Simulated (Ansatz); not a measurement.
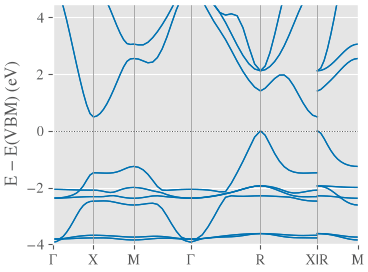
Figure. Band structure from DFT-r²SCAN with spin–orbit coupling in the program Ansatz with PAW potentials

Read off the gap and where the band edges lie.

About 0.5 eV (0.49 eV by a search for the band edges); maximum at R, minimum at X.

The material is RbAu (CsCl type, Pm-3m).

The workflow started from a Materials Project entry (that database holds measured and hypothetical structures alike); the Crystallography Open Database files this formula in space group No. 221, but the cells were not matched. Whether it is the stable phase at ambient conditions was not checked. The r²SCAN relaxation kept the symmetry of its start; whether a distortion lowers the energy is not shown.

Potentials: the later of the program's two PAW sets.
